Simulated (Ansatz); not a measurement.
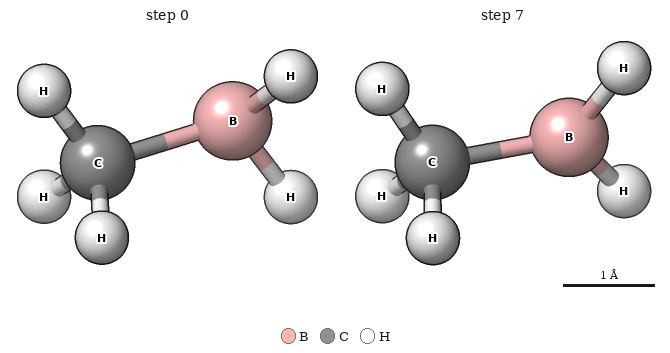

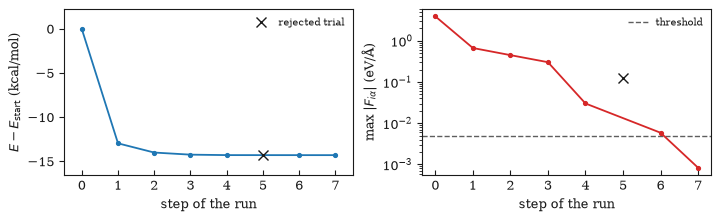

First and last geometry of a relaxation of CH$_{5}$B, with the history of the run. A ball-and-stick model, seen from a free direction.

It is one of the separated reactants of a reaction.

Computed with RKS PBE0-D4/def2-TZVP in Ansatz 0.2.0. Settings: force threshold 0.005 eV/Å; at most 200 steps.

Question: Did the run converge, and what did it change?

Answer: It converged. The largest move after the best rigid fit is that of the B atom, 0.24 Å. Largest moves by element: B 0.24 Å, H 0.11 Å, C 0.01 Å. Some distances before and after: B–C 1.606 → 1.548 Å, B–H 1.218 → 1.199 Å, C–H 1.094 → 1.105 Å. Bond angles that change, for instance: B–C–H 110.0° → 103.4°, C–B–H 114.5° → 120.9°, H–B–H 111.9° → 118.1°. The energy falls by 14.3 kcal/mol in 6 accepted moves (7 points after the start). Largest force component: 3.9 eV/Å at the start, 0.00083 eV/Å at the end. The line search rejected the trial step at point 5 of the run. Cost: 7 s on 2 threads of Arm Neoverse V1, on a shared host.

```csv
step,"E − E(0), kcal/mol","largest force component, eV/Å",note
0,0.00,3.9416,
1,-12.95,0.6715,
2,-13.99,0.4509,
3,-14.23,0.3039,
4,-14.28,0.0303,
5,-14.26,0.1253,rejected
6,-14.28,0.0059,
7,-14.28,0.0008,
```
